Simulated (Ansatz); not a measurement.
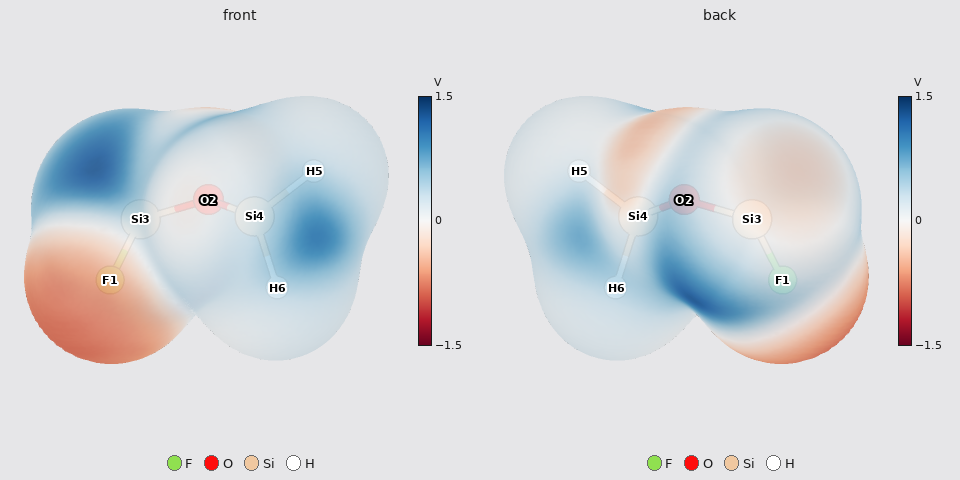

Figure 1: FH2OSi2 (SMILES F[Si]O[SiH2]) (doublet). The electrostatic potential painted on the density surface at 0.001 e/bohr³, seen from the front and from behind; the colour scale runs from red (negative) to blue (positive).

Geometry: B3LYP/6-31G*.

Computed with isolated molecule in a Gaussian basis; Kohn-Sham density functional theory, functional PBE0 in Ansatz.

Input

```
crystal:
  periodic: [false, false, false]
  atoms:
    - {symbol: F, position_ang: [-3.025857, -0.084495, -1.893233]}
    - {symbol: O, position_ang: [-1.547650, 1.172766, -0.244796]}
    - {symbol: Si, position_ang: [-3.140622, 0.973263, -0.657396]}
    - {symbol: Si, position_ang: [0.036069, 0.726356, -0.580865]}
    - {symbol: H, position_ang: [0.924757, 1.482120, 0.349663]}
    - {symbol: H, position_ang: [0.374949, 1.063867, -1.996485]}
basis:
  gaussian:
    orbitals: def2-TZVPD
magnetization:
  spin_polarized: true
  initial_magnetization: 1
hamiltonian:
  xc: {name: PBE0}
output: {forces: true, orbitals: {seedname: orbitals}}
```

Run with:

```sh
ansatz run input.yaml --threads 1 --pin off --max-ram 2610MiB --events-out events.jsonl --progress --plain --runs-dir runs
```

Q: Which sites attract a positive test charge, and which a negative one?

A: A positive charge is drawn to the negative regions and a negative charge to the positive ones. The most negative region (about −0.8 V, or −18 kcal/mol for a unit charge) lies over F1, the most positive (about +1.2 V, or +28 kcal/mol for a unit charge) over Si3.

Q: How polar is the molecule by this calculation?

A: Its dipole moment is 0.85 D.
